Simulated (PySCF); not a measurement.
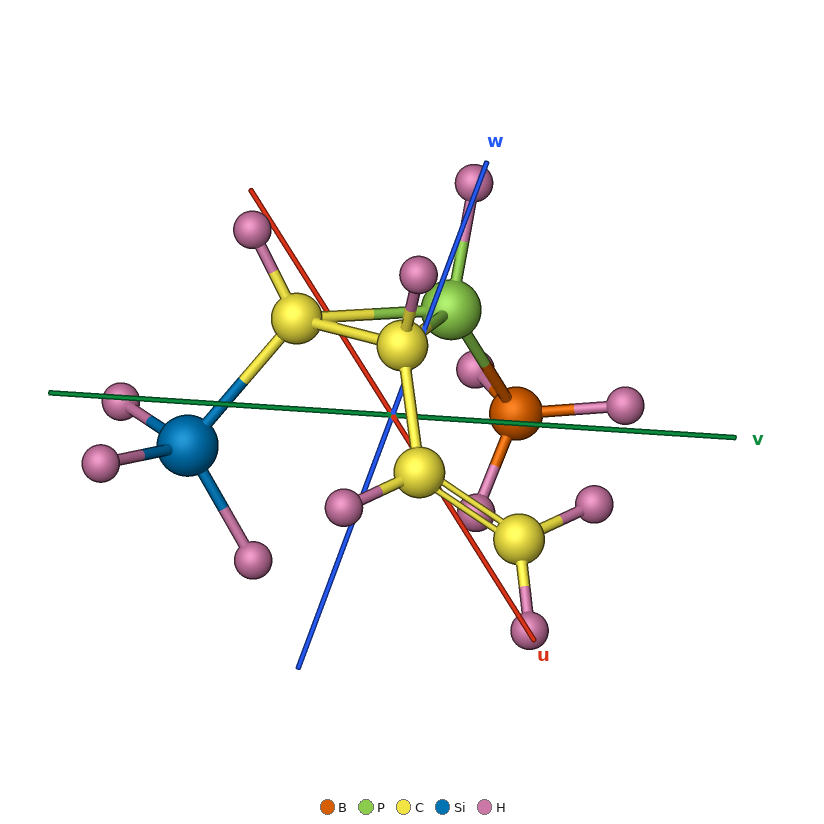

The lines u, v and w are the principal axes of the static dipole polarisability. Computed geometry: GFN2-xTB optimisation. No frequency run is at hand to confirm it as a minimum. Level of theory: B3LYP/def2-SVPD (PySCF 2.14.0).

Question. Along which axis is the molecule most polarisable, and along which least?

Answer. Most along v, least along w.

Question. Give the three principal values.

Answer. u 114.1, v 128.9, w 103.6 bohr³; mean 115.5, anisotropy 22.0 bohr³.

The geometry is semi-empirical. Around B, P, Si such bond lengths and angles can be off by a tenth of an ångström or more and by several degrees, and values that hang on the shape move with them.
